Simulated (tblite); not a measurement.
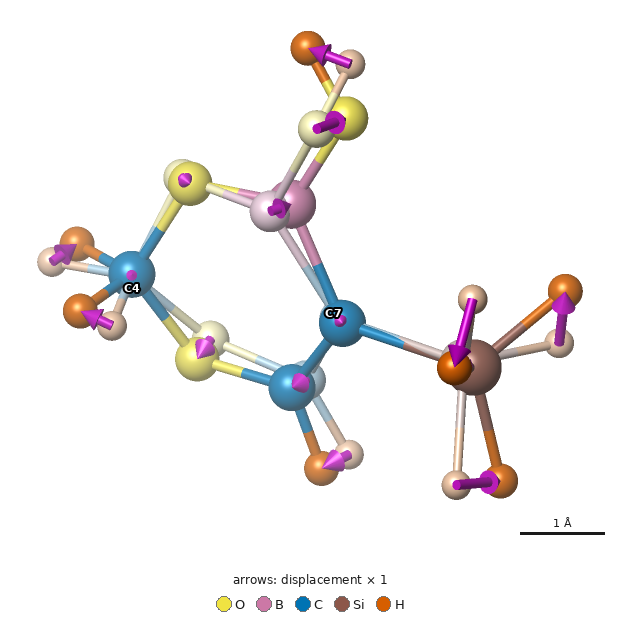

This is a relaxation of C$_{3}$H$_{7}$BO$_{3}$Si. The starting structure is drawn faded, the final one solid; purple arrows show the displacements, at their true length. The two geometries are superimposed by the best rigid fit.

A ball-and-stick model, seen at a tilt.

The calculation used GFN2-xTB geometry optimisation, gas phase (tblite). 

Describe the change and its energy.

Answer. Over 122 geometry steps the energy falls by 139.5 kJ/mol. The largest move after the best rigid fit is that of an H atom, 0.89 Å. Largest moves by element: H 0.89 Å, O 0.65 Å, B 0.32 Å, C 0.32 Å, Si 0.13 Å. Near-neighbour distances that change, for instance: B–O 1.465 → 1.344 Å, B–O 1.465 → 1.383 Å, C–O 1.399 → 1.364 Å, H–O 0.990 → 0.958 Å. Among the angles between lasting bonds that change: O–C–H 123.0° → 110.0°, B–O–C 106.9° → 117.9°, O–C–C 114.5° → 124.8°. Groups turn about B–O by about 70°, C–Si by about 50°, C–O by about 35°.
